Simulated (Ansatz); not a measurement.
**What x(Ca) = 0.5, 4 atoms, P4/nmm does to Sr**

Take Sr in the fcc (Cu type) structure (space group Fm-3m, No. 225; a = 5.923 Å) as the base.

The other end (x = 1) is Ca in the fcc (Cu type) structure (space group Fm-3m, No. 225): 40.58 Å³/atom, gap zero.

Perturbation: a fraction x = 0.5 of the Sr sites is given to Ca, ordered in a cell of 4 atoms (starting symmetry P4/nmm) and fully relaxed.

Level of theory: plane-wave PAW DFT at the PBEsol level (Ansatz, a program for electronic structure, 420 eV), spin-orbit coupling left out. k-mesh 12×12×5 (Γ-centred); smearing 0.05 eV (Fermi–Dirac), for the changed cell.

```tsv
quantity	base	changed	shift
volume per atom	51.93 Å³	46.06 Å³	-5.87 Å³
density	2.80 g/cm³	2.30 g/cm³	-0.50 g/cm³
shortest interatomic distance	4.188 Å	3.808 Å	-0.3794 Å
band gap	zero	zero	–
mixing energy (to 0.01 eV only: unlike meshes or grids)	–	+0.01 eV/atom	–
deviation of the volume from the linear (Vegard-type) interpolation	–	-0.4 %	–
```

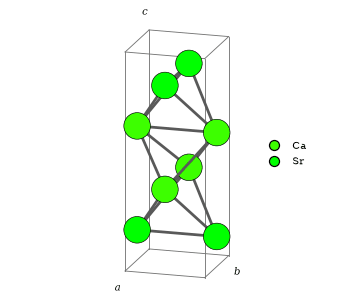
The relaxed conventional cell after the change

Each cell is one ordered arrangement of few atoms, which overstates ordering effects compared with a random alloy. Stability against distortions was not tested.
